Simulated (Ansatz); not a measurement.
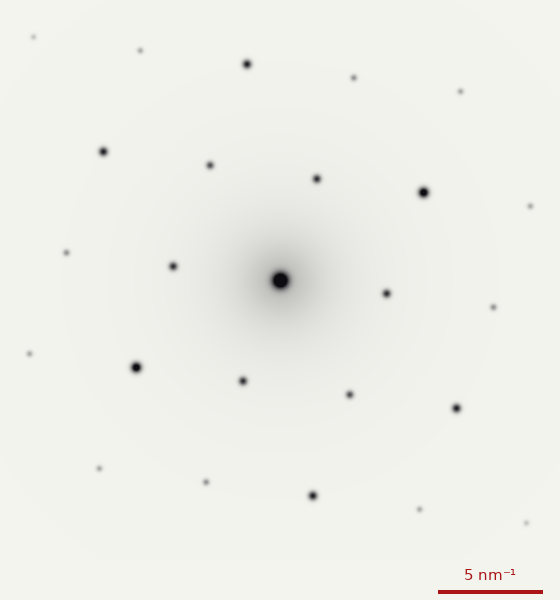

Simulated selected-area electron diffraction pattern (200 kV, kinematic approximation, thin crystal, B = 0.5 Å² for all atoms).

It belongs to C, space group P6_3/mmc (No. 194), a = 2.47 Å, c = 8.95 Å (hexagonal axes). Structure: coordinates from a relaxation at fixed volume with DFT PBE, spin-orbit coupling, plane waves, PAW in Ansatz.

**Which low-index zone axis gives this pattern?**

The spots form a centred rectangular net with both shortest vectors at d = 1.93 Å, 77.2° apart. They index as 0 1 -2 and -1 1 2, so the zone axis is [421] (or an equivalent direction of <421>).

**List the strongest reflections.**

Strongest reflections with d > 0.80 Å, one of each family (|F|² from tabulated Gaussian fits of the electron scattering factors, times a small damping for the curvature of the Ewald sphere):

```
    hkl  d (Å)  I (strongest = 100)
 1 -2 0  1.233                  100
2 -1 -6  0.950                   36
1 -1 -2  1.927                   25
 1 0 -4  1.545                   13
2 -2 -4  0.964                    2
```
